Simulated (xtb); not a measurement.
## Frequency calculation, with input and output: Sn₆ (charge −2)

- system: Sn₆, charge −2
- method: GFN2-xTB (xtb 6.7.1)

The geometry was optimised with GFN2-xTB.

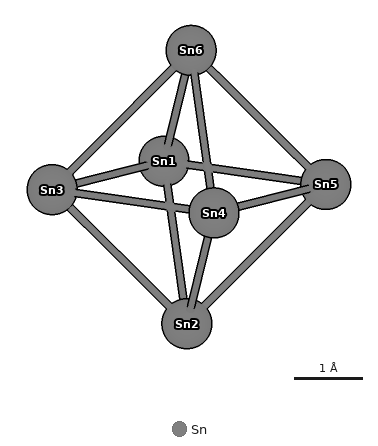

Figure 1. The input geometry (ball-and-stick view, seen at a tilt; atoms are numbered from 1 in the order of the input). Sticks mark near contacts.

**Input (start.xyz)**
```
6

Sn     0.55025800     1.66938500    -1.08789500
Sn    -1.92679400     0.73354200     0.15101100
Sn     0.50800600     0.97386900     1.75127400
Sn    -0.55024900    -1.66944400     1.08795000
Sn    -0.50800600    -0.97384600    -1.75133300
Sn     1.92678500    -0.73349600    -0.15102600
```

**File xtb.inp**
```
$hess
   step=0.0002
$end
```

Hardware: 1 thread of Intel Xeon @ 2.50GHz (Skylake/Cascade Lake), 189 GiB of memory available, shared host.

Launch command:
```bash
xtb start.xyz --gfn 2 --chrg -2 --hess -I xtb.inp -P 1 | tee xtb.out
```

**What the program printed**
```
* xtb version 6.7.1
   ID    Z sym.   atoms
    1   50 Sn     1-6

           -------------------------------------------------
          |                Calculation Setup                |
           -------------------------------------------------

          program call               : xtb start.xyz --gfn 2 --chrg -2 --hess -I xtb.inp -P 1
          coordinate file            : start.xyz
          omp threads                :                     1

           -------------------------------------------------
          |                 G F N 2 - x T B                 |
           -------------------------------------------------

      * Hamiltonian:
        H0-scaling (s, p, d)           1.850000    2.230000    2.230000
        zeta-weighting                 0.500000
      * Dispersion:
        s8                             2.700000
        a1                             0.520000
        a2                             5.000000
        s9                             5.000000
      * Repulsion:
        kExp                           1.500000    1.000000
        rExp                           1.000000
      * Coulomb:
        alpha                          2.000000
        third order                    shell-resolved
        anisotropic                    true
        a3                             3.000000
        a5                             4.000000
        cn-shift                       1.200000
        cn-exp                         4.000000
        max-rad                        5.000000

          ...................................................
          :                      SETUP                      :
          :.................................................:
          :  # basis functions                  60          :
          :  # atomic orbitals                  54          :
          :  # shells                           18          :
          :  # electrons                        26          :
          :  max. iterations                   250          :
          :  Hamiltonian                  GFN2-xTB          :
          :  restarted?                      false          :
          :  GBSA solvation                  false          :
          :  PC potential                    false          :
          :  electronic temp.          300.0000000     K    :
          :  accuracy                    1.0000000          :
          :  -> integral cutoff          0.2500000E+02      :
          :  -> integral neglect         0.1000000E-07      :
          :  -> SCF convergence          0.1000000E-05 Eh   :
          :  -> wf. convergence          0.1000000E-03 e    :
          :  Broyden damping             0.4000000          :
          :  net charge                         -2          :
          :  unpaired electrons                  0          :
          ...................................................

 iter      E             dE          RMSdq      gap      omega  full diag
   1    -13.1432428 -0.131432E+02  0.372E+01    3.10       0.0  T
   2    -13.1508789 -0.763605E-02  0.218E+01    3.10       1.0  T
   3    -13.1528581 -0.197920E-02  0.180E+00    3.08       1.0  T
   4    -13.1529761 -0.117969E-03  0.190E-01    3.07       1.0  T
   5    -13.1527051  0.271006E-03  0.301E-01    3.07       1.0  T
   6    -13.1530107 -0.305609E-03  0.367E-02    3.07       1.1  T
   7    -13.1530059  0.476343E-05  0.549E-02    3.07       1.0  T
   8    -13.1530112 -0.534197E-05  0.121E-03    3.07      33.7  T
   9    -13.1530112  0.315792E-08  0.148E-03    3.07      27.7  T
  10    -13.1530112 -0.673075E-08  0.137E-04    3.07     297.1  T
  11    -13.1530112 -0.327809E-10  0.556E-05    3.07     733.6  T

   *** convergence criteria satisfied after 11 iterations ***

         #    Occupation            Energy/Eh            Energy/eV
      -------------------------------------------------------------
         1        2.0000           -0.3562916              -9.6952
       ...           ...                  ...                  ...
         7        2.0000           -0.0227698              -0.6196
         8        2.0000           -0.0227690              -0.6196
         9        2.0000           -0.0227681              -0.6196
        10        2.0000           -0.0035676              -0.0971
        11        2.0000            0.0028578               0.0778
        12        2.0000            0.0028623               0.0779
        13        2.0000            0.0028645               0.0779 (HOMO)
        14                          0.1158004               3.1511 (LUMO)
        15                          0.1158027               3.1512
        16                          0.1158048               3.1512
        17                          0.2234577               6.0806
        18                          0.2234614               6.0807
       ...                                ...                  ...
        54                          3.1785477              86.4927
      -------------------------------------------------------------
                  HL-Gap            0.1129359 Eh            3.0731 eV
             Fermi-level            0.0593325 Eh            1.6145 eV

 SCC (total)                   0 d,  0 h,  0 min,  0.022 sec
 SCC setup                      ...        0 min,  0.000 sec (  0.644%)
 Dispersion                     ...        0 min,  0.000 sec (  0.204%)
 classical contributions        ...        0 min,  0.000 sec (  0.077%)
 integral evaluation            ...        0 min,  0.004 sec ( 15.701%)
 iterations                     ...        0 min,  0.011 sec ( 48.559%)
 molecular gradient             ...        0 min,  0.008 sec ( 33.706%)
 printout                       ...        0 min,  0.000 sec (  1.024%)

         :::::::::::::::::::::::::::::::::::::::::::::::::::::
         ::                     SUMMARY                     ::
         :::::::::::::::::::::::::::::::::::::::::::::::::::::
         :: total energy             -13.147823321340 Eh    ::
         :: gradient norm              0.000023909879 Eh/a0 ::
         :: HOMO-LUMO gap              3.073143257731 eV    ::
         ::.................................................::
         :: SCC energy               -13.153010385104 Eh    ::
         :: -> isotropic ES            0.301401416643 Eh    ::
         :: -> anisotropic ES         -0.035258348605 Eh    ::
         :: -> anisotropic XC         -0.005016106404 Eh    ::
         :: -> dispersion             -0.012647622264 Eh    ::
         :: repulsion energy           0.005187063764 Eh    ::
         :: add. restraining           0.000000000000 Eh    ::
         :: total charge              -2.000000000000 e     ::
         :::::::::::::::::::::::::::::::::::::::::::::::::::::

           -------------------------------------------------
          |                Numerical Hessian                |
           -------------------------------------------------
step length          :   0.00020
SCC accuracy         :   0.30000
Hessian scale factor :   1.00000
frozen atoms in %    :   0.00000    0
RMS gradient         :   0.00002
estimated CPU  time      0.01 min

writing file <hessian>.

 projected vibrational frequencies (cm⁻¹)
eigval :       -0.00    -0.00    -0.00     0.00     0.00     0.00
eigval :       25.11    25.14    25.16   121.29   121.30   144.99
eigval :      145.00   145.01   167.00   167.01   167.02   192.80
           -------------------------------------------------
          |                Property Printout                |
           -------------------------------------------------

    * Orbital Energies and Occupations

         #    Occupation            Energy/Eh            Energy/eV
      -------------------------------------------------------------
         1        2.0000           -0.3562916              -9.6952
         2        2.0000           -0.3168493              -8.6219
         3        2.0000           -0.3168470              -8.6218
         4        2.0000           -0.3168457              -8.6218
         5        2.0000           -0.2833741              -7.7110
         6        2.0000           -0.2833693              -7.7109
         7        2.0000           -0.0227695              -0.6196
         8        2.0000           -0.0227691              -0.6196
         9        2.0000           -0.0227682              -0.6196
        10        2.0000           -0.0035676              -0.0971
        11        2.0000            0.0028577               0.0778
        12        2.0000            0.0028624               0.0779
        13        2.0000            0.0028645               0.0779 (HOMO)
        14                          0.1158004               3.1511 (LUMO)
        15                          0.1158027               3.1512
        16                          0.1158049               3.1512
        17                          0.2234578               6.0806
        18                          0.2234614               6.0807
        19                          0.2234630               6.0807
        20                          0.2384619               6.4889
        21                          0.2384647               6.4890
        22                          0.2384712               6.4891
        23                          0.2658894               7.2352
        24                          0.2659020               7.2356
       ...                                ...                  ...
        54                          3.1785477              86.4927
      -------------------------------------------------------------
                  HL-Gap            0.1129359 Eh            3.0731 eV
             Fermi-level            0.0593325 Eh            1.6145 eV

     #   Z          covCN         q      C6AA      α(0)
     1  50 Sn       3.601    -0.333   356.925    34.499
     2  50 Sn       3.601    -0.333   356.926    34.499
     3  50 Sn       3.601    -0.333   356.926    34.499
     4  50 Sn       3.600    -0.333   356.926    34.499
     5  50 Sn       3.600    -0.333   356.926    34.499
     6  50 Sn       3.601    -0.333   356.926    34.499

 Mol. C6AA /au·bohr⁶  :      12849.332990
 Mol. C8AA /au·bohr⁸  :    1612733.919206
 Mol. α(0) /au        :        206.991721

Wiberg/Mayer (AO) data.
largest (>0.10) Wiberg bond orders for each atom

 ---------------------------------------------------------------------------
     #   Z sym  total        # sym  WBO       # sym  WBO       # sym  WBO
 ---------------------------------------------------------------------------
     1  50 Sn   2.385 --     3 Sn   0.631     2 Sn   0.631     6 Sn   0.631
                             5 Sn   0.631
     2  50 Sn   2.385 --     5 Sn   0.631     3 Sn   0.631     4 Sn   0.631
                             1 Sn   0.631
     3  50 Sn   2.385 --     1 Sn   0.631     4 Sn   0.631     2 Sn   0.631
                             6 Sn   0.631
     4  50 Sn   2.385 --     6 Sn   0.631     5 Sn   0.631     3 Sn   0.631
                             2 Sn   0.631
     5  50 Sn   2.385 --     2 Sn   0.631     4 Sn   0.631     6 Sn   0.631
                             1 Sn   0.631
     6  50 Sn   2.385 --     4 Sn   0.631     5 Sn   0.631     1 Sn   0.631
                             3 Sn   0.631
 ---------------------------------------------------------------------------

Topologies differ in total number of bonds
Writing topology from bond orders to xtbtopo.mol

molecular dipole:
                 x           y           z       tot (Debye)
 q only:       -0.000      -0.000       0.000
   full:       -0.000      -0.000       0.000       0.000
molecular quadrupole (traceless):
                xx          xy          yy          xz          yz          zz
 q only:        0.000       0.000      -0.000      -0.000      -0.000      -0.000
  q+dip:       -0.000       0.000      -0.000       0.000       0.000       0.000
   full:       -0.000      -0.000       0.000       0.000       0.000      -0.000

           -------------------------------------------------
          |               Frequency Printout                |
           -------------------------------------------------
Molecule has the following symmetry elements: (i) 3*(C4) 4*(C3) 9*(C2) 4*(S6) 3*(S4) 9*(sigma)
It seems to be the Oh point group
 projected vibrational frequencies (cm⁻¹)
eigval :       -0.00    -0.00    -0.00     0.00     0.00     0.00
eigval :       25.11    25.14    25.16   121.29   121.30   144.99
eigval :      145.00   145.01   167.00   167.01   167.02   192.80
 reduced masses (amu)
   1:118.71   2:118.71   3:118.71   4:118.71   5:118.71   6:118.71   7:118.71   8:118.71
   9:118.71  10:118.71  11:118.71  12:118.71  13:118.71  14:118.71  15:118.71  16:118.71
  17:118.71  18:118.71
 IR intensities (km·mol⁻¹)
   1:  3.60   2:  2.33   3:  2.94   4:  2.43   5:  2.67   6:  1.91   7:  0.00   8:  0.00
   9:  0.00  10:  0.00  11:  0.00  12:  0.00  13:  0.00  14:  0.00  15:  2.88  16:  3.01
  17:  3.05  18:  0.00
 Raman intensities (Ä⁴*amu⁻¹)
   1:  0.00   2:  0.00   3:  0.00   4:  0.00   5:  0.00   6:  0.00   7:  0.00   8:  0.00
   9:  0.00  10:  0.00  11:  0.00  12:  0.00  13:  0.00  14:  0.00  15:  0.00  16:  0.00
  17:  0.00  18:  0.00
 output can be read by thermo (or use thermo option).
 writing <g98.out> molden fake output.
 recommended (thermochemical) frequency scaling factor: 1.0
           -------------------------------------------------
          |             Thermodynamic Functions             |
           -------------------------------------------------

oh  symmetry found (for desy threshold:  0.10E+00) used in thermo

          ...................................................
          :                      SETUP                      :
          :.................................................:
          :  # frequencies                          12      :
          :  # imaginary freq.                       0      :
          :  linear?                             false      :
          :  only rotor calc.                    false      :
          :  symmetry                               oh      :
          :  rotational number                      24      :
          :  scaling factor                  1.0000000      :
          :  rotor cutoff                   50.0000000 cm⁻¹ :
          :  imag. cutoff                  -20.0000000 cm⁻¹ :
          :.................................................:

    mode    ω/cm⁻¹     T·S(HO)/kcal·mol⁻¹    T·S(FR)/kcal·mol⁻¹   T·S(vib)
   ------------------------------------------------------------------------
       1     25.11    -1.84322 (  5.98%)    -1.26045 ( 94.02%)    -1.29532
       2     25.14    -1.84265 (  6.01%)    -1.26016 ( 93.99%)    -1.29514
       3     25.16    -1.84210 (  6.03%)    -1.25989 ( 93.97%)    -1.29497
       4    121.29    -0.91820 ( 97.19%)    -0.79400 (  2.81%)    -0.91471
       5    121.30    -0.91816 ( 97.19%)    -0.79398 (  2.81%)    -0.91468
       6    144.99    -0.81603 ( 98.61%)    -0.74115 (  1.39%)    -0.81499
       7    145.00    -0.81598 ( 98.61%)    -0.74112 (  1.39%)    -0.81494
       8    145.01    -0.81594 ( 98.61%)    -0.74110 (  1.39%)    -0.81490
       9    167.00    -0.73613 ( 99.20%)    -0.69928 (  0.80%)    -0.73583
      10    167.01    -0.73610 ( 99.20%)    -0.69926 (  0.80%)    -0.73581
      11    167.02    -0.73607 ( 99.20%)    -0.69925 (  0.80%)    -0.73577
      12    192.80    -0.65615 ( 99.55%)    -0.65672 (  0.45%)    -0.65615
   ------------------------------------------------------------------------

   temp. (K)  partition function   enthalpy   heat capacity  entropy
                                   cal/mol     cal/K/mol   cal/K/mol   J/K/mol
 298.15  VIB  0.261E+06             5286.692     20.130     36.973
         ROT  0.291E+06              888.752      2.981     27.982
         INT  0.760E+11             6175.445     23.111     64.955
         TR   0.184E+29             1481.254      4.968     45.549
         TOT                        7656.6986    28.0790   110.5049   462.3526

       T/K    H(0)-H(T)+PV         H(T)/Eh          T*S/Eh         G(T)/Eh
   ------------------------------------------------------------------------
    298.15    0.122017E-01    0.154978E-01    0.525045E-01   -0.370066E-01
   ------------------------------------------------------------------------

         :::::::::::::::::::::::::::::::::::::::::::::::::::::
         ::                  THERMODYNAMIC                  ::
         :::::::::::::::::::::::::::::::::::::::::::::::::::::
         :: total free energy         -13.184829929675 Eh   ::
         ::.................................................::
         :: total energy              -13.147823321175 Eh   ::
         :: zero point energy           0.003296123816 Eh   ::
         :: G(RRHO) w/o ZPVE           -0.040302732316 Eh   ::
         :: G(RRHO) contrib.           -0.037006608500 Eh   ::
         :::::::::::::::::::::::::::::::::::::::::::::::::::::

           -------------------------------------------------
          | TOTAL ENERGY              -13.147823321175 Eh   |
          | TOTAL ENTHALPY            -13.132325471414 Eh   |
          | TOTAL FREE ENERGY         -13.184829929675 Eh   |
          | GRADIENT NORM               0.000023926760 Eh/α |
          | HOMO-LUMO GAP               3.073141718138 eV   |
           -------------------------------------------------

------------------------------------------------------------------------
------------------------------------------------------------------------
 total:
 *  cpu-time:     0 d,  0 h,  0 min,  0.764 sec
 * ratio c/w:     0.991 speedup
 SCF:
 *  cpu-time:     0 d,  0 h,  0 min,  0.022 sec
 * ratio c/w:     0.995 speedup
 analytical hessian:
 *  cpu-time:     0 d,  0 h,  0 min,  0.725 sec
 * ratio c/w:     0.992 speedup
```

**File vibspectrum**
```
$vibrational spectrum
#  mode     symmetry     wave number   IR intensity    selection rules
#                         cm**(-1)      (km*mol⁻¹)        IR
     1                      -0.00         0.00000          -
     2                      -0.00         0.00000          -
     3                      -0.00         0.00000          -
     4                       0.00         0.00000          -
     5                       0.00         0.00000          -
     6                       0.00         0.00000          -
     7        a             25.11         0.00026         NO
     8        a             25.14         0.00131         NO
     9        a             25.16         0.00078         NO
    10        a            121.29         0.00000         NO
    11        a            121.30         0.00000         NO
    12        a            144.99         0.00000         NO
    13        a            145.00         0.00000         NO
    14        a            145.01         0.00000         NO
    15        a            167.00         2.88064         YES
    16        a            167.01         3.01057         YES
    17        a            167.02         3.04699         YES
    18        a            192.80         0.00000         NO
$end
```

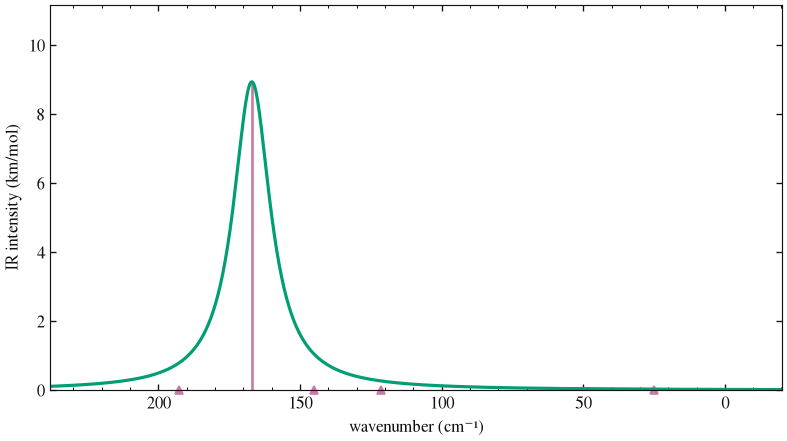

Figure 2. Harmonic infrared spectrum, unscaled: sticks (degenerate modes added up, dark ones marked on the axis) with a Lorentzian envelope of 16 cm⁻¹ full width, scaled to the tallest stick. 12 modes from 25 to 193 cm⁻¹, none imaginary. The strongest line is at 167 cm⁻¹ (8.9 km/mol). All modes, in cm⁻¹ (km/mol): 25 (0.0), 25 (0.0), 25 (0.0), 121 (0.0), 121 (0.0), 145 (0.0), 145 (0.0), 145 (0.0), 167 (2.9), 167 (3.0), 167 (3.0), 193 (0.0).

**Results in brief**

```json
{"quantity": "outcome", "value": "converged"}
{"quantity": "electrons treated", "value": "26"}
{"quantity": "total energy", "value": "−13.147823 hartree"}
{"quantity": "dispersion energy", "value": "−0.012648 hartree"}
{"quantity": "basis functions", "value": "60"}
{"quantity": "HOMO", "value": "0.08 eV"}
{"quantity": "LUMO", "value": "3.15 eV"}
{"quantity": "zero-point energy", "value": "0.003296 hartree"}
{"quantity": "wavenumbers, lowest and highest", "value": "25 and 193 cm⁻¹"}
{"quantity": "wall time", "value": "0.81 s"}
{"quantity": "peak memory", "value": "0.071 GiB"}
```
